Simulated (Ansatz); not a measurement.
# Geometry relaxation of Al2P2 (charge −1)

- system: Al2P2, charge −1, multiplicity 2
- method: UKS B3LYP-D4/def2-TZVPD (Ansatz 0.2.0)

The geometry: GFN2-xTB start. Figures and captions count atoms from 1; the log counts them from 0 in places.

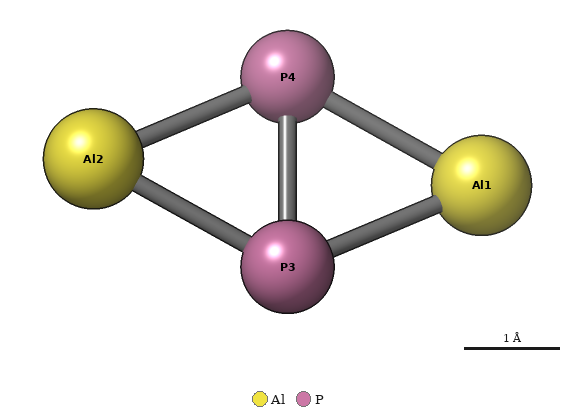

*The structure as given in the input (ball-and-stick view, seen at a tilt; atoms are numbered from 1 in the order of the input). Sticks mark near contacts.*

Bond lengths as drawn: Al–P 2.34 Å and P–P 2.19 Å.

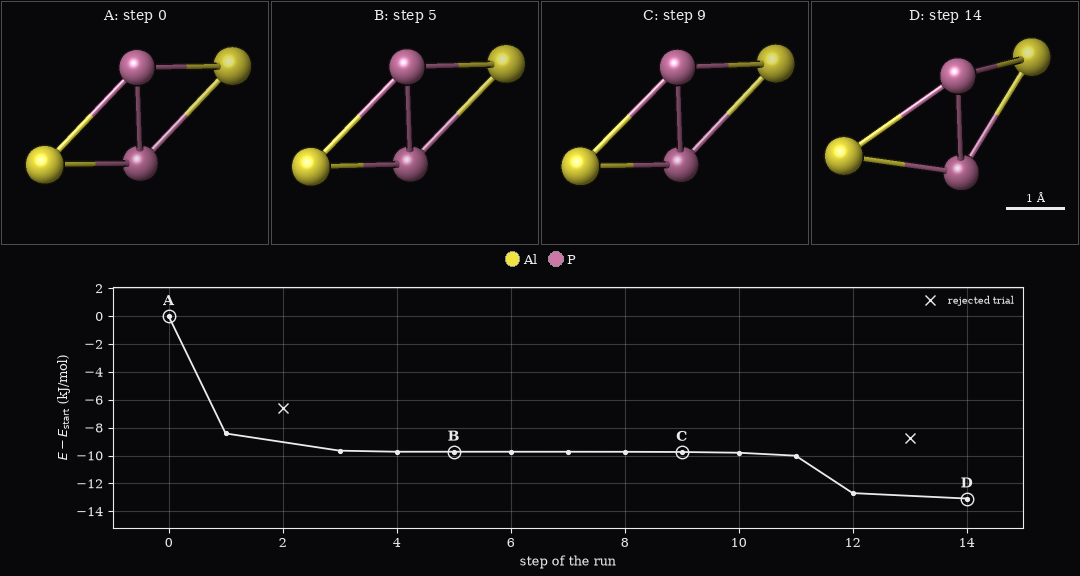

*Frames of the relaxation (ball-and-stick view, seen at a tilt) above the curves, on which the letters mark them (the first geometry is step 0 here and step 1 in the log).*

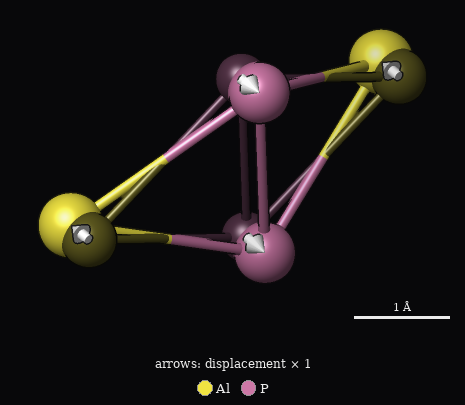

*Start (faint) and end (solid) with the displacements as white arrows, at true length (ball-and-stick view, seen at a tilt). The two geometries are laid on each other by the best rigid fit.*

After 14 geometry steps the energy has fallen by 13.1 kJ/mol. The largest force component goes from 0.82 to 0.011 eV/Å. The line search rejected the trial steps at points 2, 13 (counted from 0) and went back. The largest moves after the best rigid fit, 0.31 Å, are those of Al1, Al2, P3 and P4. By element the largest moves are P 0.31 Å, Al 0.31 Å. Among the contacts that change: Al1–P3 2.342 → 2.430 Å, P3–P4 2.194 → 2.217 Å. Among the angles that change: Al1–P3–Al2 124.2° → 117.1°. (Atoms are counted from 1 in the order of the input.)

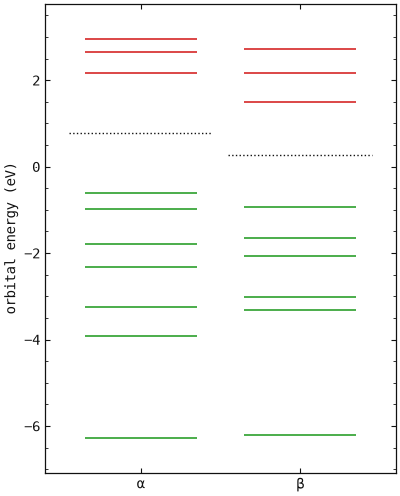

*Orbital energies near the frontier for α and β spins; the dotted line parts filled from empty levels, and levels within 0.02 eV of each other stand side by side.*

α: highest filled −0.61 eV, lowest empty 2.17 eV, 2.78 eV apart; β: highest filled −0.94 eV, lowest empty 1.48 eV, 2.42 eV apart.

These pictures come from the run below.

**Input**
```yaml
crystal:
  periodic: [false, false, false]
  atoms:
    - {symbol: Al, position_ang: [-1.350500, 0.163120, -1.560510]}
    - {symbol: Al, position_ang: [1.349910, -0.165520, 1.560910]}
    - {symbol: P, position_ang: [0.449810, -0.875830, -0.481550]}
    - {symbol: P, position_ang: [-0.449220, 0.878230, 0.481140]}
basis:
  gaussian: {orbitals: def2-TZVPD}
total_charge: -1
magnetization: {spin_polarized: true, initial_magnetization: 1}
hamiltonian: {xc: {name: B3LYP}, dispersion: d4}
scf: {lower_state_search: "off"}
output: {orbitals: {seedname: orbitals}}
relax: {f_tol: 0.02, max_steps: 100}
```

Launched with:
```bash
ansatz run in.yaml --threads 2 --pin off --events-out ev --progress --plain --max-ram 4352MiB
```

**What the program printed**
```
Functional definition: B3LYP
  name "B3LYP"
  cite "Stephens, Devlin, Chabalowski & Frisch, J. Phys. Chem. 98, 11623 (1994) doi:10.1021/j100096a001"
  cite "Becke, Phys. Rev. A 38, 3098 (1988) doi:10.1103/PhysRevA.38.3098"
  cite "Lee, Yang & Parr, Phys. Rev. B 37, 785 (1988) doi:10.1103/PhysRevB.37.785"
  cite "Vosko, Wilk & Nusair, Can. J. Phys. 58, 1200 (1980) doi:10.1139/p80-159"
  parameter a0 = 0.2
  parameter ax = 0.72
  parameter ac = 0.81
  exchange = (1 - a0 - ax)*slater_x + ax*b88_x + a0*exact_x
  correlation = (1 - ac)*vwn_rpa_c + ac*lyp_c
these checks for a lower state are left out or cut short: stability, starts, cluster_reference, orbital_swaps, neighbouring_geometries, increment
1116 factors; their error is unknown
mean field evaluation 1: about -31775.6439 eV, gradient 4.2e0 eV
mean field evaluation 2: about -31775.7402 eV, gradient 2.8e0 eV
mean field evaluation 4: about -31775.7917 eV, gradient 2.3e-1 eV
mean field evaluation 8: about -31775.8540 eV, gradient 3.6e-2 eV
mean field evaluation 16: about -31775.8540 eV, gradient 1.0e-5 eV
mean field -31775.85399225 eV, -1167.7410957676 hartree, gradient 2.1e-6 eV, S^2 0.759206; 0 other end points of the search recorded, 0 dependent functions left out
the calculation of the forces begins
reference -31775.85420188 eV, -1167.7411034717 hartree; 29, 28 occupied and 143, 144 virtual orbitals, 1116 factors
relax step   1: F+E_penalty+E_count = -31776.25687822 eV  Δ(F+E_penalty+E_count) = +0.000e0 eV  max|allowed force component| = 8.218e-1 eV/Å  Δτ_max = 0.0000 Å  (16 SCF iters, accepted)
these checks for a lower state are left out or cut short: stability, starts, cluster_reference, orbital_swaps, neighbouring_geometries, increment
1116 factors; their error is unknown
mean field -31775.94468391 eV, -1167.7444286247 hartree, gradient 1.5e-6 eV, S^2 0.759779; 0 other end points of the search recorded, 0 dependent functions left out
[... from here on the field's lines of each further geometry are left out, up to the last ...]
relax step   2: F+E_penalty+E_count = -31776.34406706 eV  Δ(F+E_penalty+E_count) = -8.719e-2 eV  max|allowed force component| = 2.837e-1 eV/Å  Δτ_max = 0.0563 Å  (20 SCF iters, accepted)
relax step   3: F+E_penalty+E_count = -31776.32550925 eV  Δ(F+E_penalty+E_count) = +1.856e-2 eV  max|allowed force component| = 4.201e-1 eV/Å  Δτ_max = 0.0418 Å  (22 SCF iters, rejected (line search))
relax step   4: F+E_penalty+E_count = -31776.35686209 eV  Δ(F+E_penalty+E_count) = -1.280e-2 eV  max|allowed force component| = 6.932e-2 eV/Å  Δτ_max = 0.0205 Å  (21 SCF iters, accepted)
relax step   5: F+E_penalty+E_count = -31776.35766043 eV  Δ(F+E_penalty+E_count) = -7.983e-4 eV  max|allowed force component| = 4.258e-3 eV/Å  Δτ_max = 0.0086 Å  (22 SCF iters, accepted)
relax step   6: F+E_penalty+E_count = -31776.35766216 eV  Δ(F+E_penalty+E_count) = -1.731e-6 eV  max|allowed force component| = 5.794e-4 eV/Å  Δτ_max = 0.0003 Å  (12 SCF iters, accepted)
relax step   7: F+E_penalty+E_count = -31776.35766506 eV  Δ(F+E_penalty+E_count) = -2.906e-6 eV  max|allowed force component| = 1.980e-3 eV/Å  Δτ_max = 0.0009 Å  (16 SCF iters, accepted)
relax step   8: F+E_penalty+E_count = -31776.35767061 eV  Δ(F+E_penalty+E_count) = -5.546e-6 eV  max|allowed force component| = 2.825e-3 eV/Å  Δτ_max = 0.0011 Å  (16 SCF iters, accepted)
relax step   9: F+E_penalty+E_count = -31776.35770525 eV  Δ(F+E_penalty+E_count) = -3.464e-5 eV  max|allowed force component| = 3.758e-3 eV/Å  Δτ_max = 0.0039 Å  (23 SCF iters, accepted)
relax step  10: F+E_penalty+E_count = -31776.35784392 eV  Δ(F+E_penalty+E_count) = -1.387e-4 eV  max|allowed force component| = 4.515e-3 eV/Å  Δτ_max = 0.0078 Å  (23 SCF iters, accepted)
relax step  11: F+E_penalty+E_count = -31776.35839844 eV  Δ(F+E_penalty+E_count) = -5.545e-4 eV  max|allowed force component| = 1.345e-2 eV/Å  Δτ_max = 0.0157 Å  (24 SCF iters, accepted)
relax step  12: F+E_penalty+E_count = -31776.36058228 eV  Δ(F+E_penalty+E_count) = -2.184e-3 eV  max|allowed force component| = 2.888e-2 eV/Å  Δτ_max = 0.0319 Å  (25 SCF iters, accepted)
relax step  13: F+E_penalty+E_count = -31776.38840147 eV  Δ(F+E_penalty+E_count) = -2.782e-2 eV  max|allowed force component| = 7.489e-2 eV/Å  Δτ_max = 0.2000 Å  (27 SCF iters, accepted)
the calculation of the forces begins
reference -31775.94293403 eV, -1167.7443643179 hartree; 29, 28 occupied and 143, 144 virtual orbitals, 1116 factors
relax step  14: F+E_penalty+E_count = -31776.34713648 eV  Δ(F+E_penalty+E_count) = +4.126e-2 eV  max|allowed force component| = 3.799e-1 eV/Å  Δτ_max = 0.1962 Å  (27 SCF iters, rejected (line search))
these checks for a lower state are left out or cut short: stability, starts, cluster_reference, orbital_swaps, neighbouring_geometries, increment
1116 factors; their error is unknown
mean field -31775.99016068 eV, -1167.7460998653 hartree, gradient 1.6e-6 eV, S^2 0.759427; 0 other end points of the search recorded, 0 dependent functions left out
the calculation of the forces begins
reference -31775.99037322 eV, -1167.7461076759 hartree; 29, 28 occupied and 143, 144 virtual orbitals, 1116 factors
relax step  15: F+E_penalty+E_count = -31776.39245556 eV  Δ(F+E_penalty+E_count) = -4.054e-3 eV  max|allowed force component| = 1.073e-2 eV/Å  Δτ_max = 0.0615 Å  (23 SCF iters, accepted)
Total energy: -31776.39266810 eV, -1167.7608917400 hartree
Atom 0 at    -1.548345    -0.019539    -1.411653 Å, force     0.007948     0.001117     0.007992 eV/Å
Atom 1 at     1.155038    -0.348569     1.713152 Å, force    -0.006440     0.002652    -0.008903 eV/Å
Atom 2 at     0.651238    -0.701879    -0.637385 Å, force     0.004471    -0.010726    -0.004638 eV/Å
Atom 3 at    -0.257931     1.069987     0.335876 Å, force    -0.005979     0.006957     0.005549 eV/Å
Dipole moment:     0.068067     0.063399    -0.052211 e Å
Checks for a lower state left out: stability, starts, cluster_reference, orbital_swaps, neighbouring_geometries, increment
```

**Trajectory as extended XYZ (Å, eV, eV/Å), 15 frames, from step=1 to step=15**
```
4
Properties=species:S:1:pos:R:3:forces:R:3 step=1 energy=-31776.25688
Al   -1.3505    0.1631   -1.5605   -0.7134   0.0888  -0.8192
Al    1.3499   -0.1655    1.5609    0.7069  -0.0846   0.8218
P     0.4498   -0.8758   -0.4815    0.3190  -0.6171  -0.3382
P    -0.4492    0.8782    0.4811   -0.3124   0.6129   0.3356
4
Properties=species:S:1:pos:R:3:forces:R:3 step=2 energy=-31776.34407
Al   -1.3874    0.1677   -1.6028   -0.2305   0.0292  -0.2633
Al    1.3864   -0.1699    1.6034    0.2269  -0.0267   0.2651
P     0.4528   -0.8814   -0.4847    0.1468  -0.2837  -0.1556
P    -0.4519    0.8836    0.4840   -0.1433   0.2812   0.1538
4
Properties=species:S:1:pos:R:3:forces:R:3 step=3 energy=-31776.32551 accepted=F
Al   -1.3795    0.1660   -1.5918   -0.2340   0.0282  -0.2673
Al    1.3766   -0.1694    1.5940    0.2304  -0.0285   0.2694
P     0.4709   -0.9140   -0.5037   -0.2134   0.4201   0.2295
P    -0.4679    0.9174    0.5014    0.2170  -0.4198  -0.2316
4
Properties=species:S:1:pos:R:3:forces:R:3 step=4 energy=-31776.35686
Al   -1.4010    0.1693   -1.6180   -0.0604   0.0079  -0.0678
Al    1.3995   -0.1715    1.6191    0.0584  -0.0067   0.0693
P     0.4571   -0.8893   -0.4892    0.0168  -0.0312  -0.0174
P    -0.4556    0.8915    0.4881   -0.0148   0.0300   0.0159
4
Properties=species:S:1:pos:R:3:forces:R:3 step=5 energy=-31776.35766
Al   -1.4069    0.1700   -1.6242   -0.0005  -0.0001   0.0005
Al    1.4048   -0.1722    1.6258   -0.0006  -0.0002   0.0004
P     0.4577   -0.8898   -0.4897   -0.0015   0.0043   0.0018
P    -0.4556    0.8920    0.4881    0.0026  -0.0040  -0.0028
4
Properties=species:S:1:pos:R:3:forces:R:3 step=6 energy=-31776.35766
Al   -1.4071    0.1699   -1.6241   -0.0005  -0.0003   0.0005
Al    1.4047   -0.1723    1.6260   -0.0006  -0.0003   0.0004
P     0.4578   -0.8896   -0.4897    0.0005   0.0003  -0.0004
P    -0.4554    0.8919    0.4879    0.0005   0.0003  -0.0005
4
Properties=species:S:1:pos:R:3:forces:R:3 step=7 energy=-31776.35766
Al   -1.4077    0.1695   -1.6237   -0.0006  -0.0006   0.0006
Al    1.4042   -0.1728    1.6264   -0.0007  -0.0006   0.0004
P     0.4583   -0.8890   -0.4901    0.0014  -0.0007  -0.0013
P    -0.4548    0.8923    0.4874    0.0000   0.0020   0.0002
4
Properties=species:S:1:pos:R:3:forces:R:3 step=8 energy=-31776.35767
Al   -1.4084    0.1688   -1.6232   -0.0008  -0.0009   0.0008
Al    1.4034   -0.1734    1.6270   -0.0010  -0.0009   0.0006
P     0.4590   -0.8884   -0.4907    0.0019  -0.0010  -0.0017
P    -0.4541    0.8929    0.4869    0.0000   0.0028   0.0003
4
Properties=species:S:1:pos:R:3:forces:R:3 step=9 energy=-31776.35770
Al   -1.4109    0.1666   -1.6212   -0.0016  -0.0020   0.0016
Al    1.4009   -0.1757    1.6289   -0.0020  -0.0019   0.0011
P     0.4615   -0.8861   -0.4926    0.0027   0.0002  -0.0023
P    -0.4516    0.8952    0.4849    0.0009   0.0038  -0.0003
4
Properties=species:S:1:pos:R:3:forces:R:3 step=10 energy=-31776.35784
Al   -1.4158    0.1620   -1.6173   -0.0028  -0.0040   0.0036
Al    1.3959   -0.1803    1.6326   -0.0044  -0.0038   0.0018
P     0.4666   -0.8816   -0.4965    0.0032   0.0045  -0.0024
P    -0.4466    0.8999    0.4811    0.0040   0.0033  -0.0030
4
Properties=species:S:1:pos:R:3:forces:R:3 step=11 energy=-31776.35840
Al   -1.4256    0.1526   -1.6094   -0.0036  -0.0079   0.0095
Al    1.3856   -0.1896    1.6401   -0.0108  -0.0069   0.0014
P     0.4767   -0.8724   -0.5042    0.0040   0.0135  -0.0022
P    -0.4367    0.9094    0.4735    0.0104   0.0014  -0.0087
4
Properties=species:S:1:pos:R:3:forces:R:3 step=12 energy=-31776.36058
Al   -1.4452    0.1336   -1.5929    0.0014  -0.0152   0.0275
Al    1.3646   -0.2085    1.6548   -0.0285  -0.0114  -0.0068
P     0.4971   -0.8535   -0.5199    0.0054   0.0289  -0.0019
P    -0.4164    0.9285    0.4580    0.0218  -0.0023  -0.0188
4
Properties=species:S:1:pos:R:3:forces:R:3 step=13 energy=-31776.38840
Al   -1.5374    0.0131   -1.4626    0.0542  -0.0073   0.0749
Al    1.2101   -0.3212    1.7133   -0.0657   0.0061  -0.0652
P     0.6183   -0.7336   -0.6125   -0.0012   0.0195   0.0052
P    -0.2910    1.0417    0.3618    0.0127  -0.0182  -0.0149
4
Properties=species:S:1:pos:R:3:forces:R:3 step=14 energy=-31776.34714 accepted=F
Al   -1.6062   -0.1015   -1.3190    0.3799   0.1259   0.1374
Al    1.0467   -0.4242    1.7478   -0.0647   0.1785  -0.3783
P     0.7318   -0.6190   -0.6988   -0.1936  -0.0749   0.1621
P    -0.1722    1.1447    0.2700   -0.1217  -0.2295   0.0788
4
Properties=species:S:1:pos:R:3:forces:R:3 step=15 energy=-31776.39246
Al   -1.5483   -0.0195   -1.4117    0.0079   0.0011   0.0080
Al    1.1550   -0.3486    1.7132   -0.0064   0.0027  -0.0089
P     0.6512   -0.7019   -0.6374    0.0045  -0.0107  -0.0046
P    -0.2579    1.0700    0.3359   -0.0060   0.0070   0.0055
```

**Summary**

- outcome: converged
- total energy: −31776.3927 eV
- mean-field energy: −31775.9904 eV
- dispersion energy: −0.4023 eV
- ⟨S²⟩: 0.759
- HOMO (either spin): −0.61 eV
- LUMO (either spin): 1.48 eV
- largest force (length of the vector) at the end: 0.013 eV/Å
- hardware: 2 threads of AMD EPYC, 149 GiB of memory available, shared host
- wall time: 2 min (CPU time 4 min)
- peak memory: 0.55 GiB
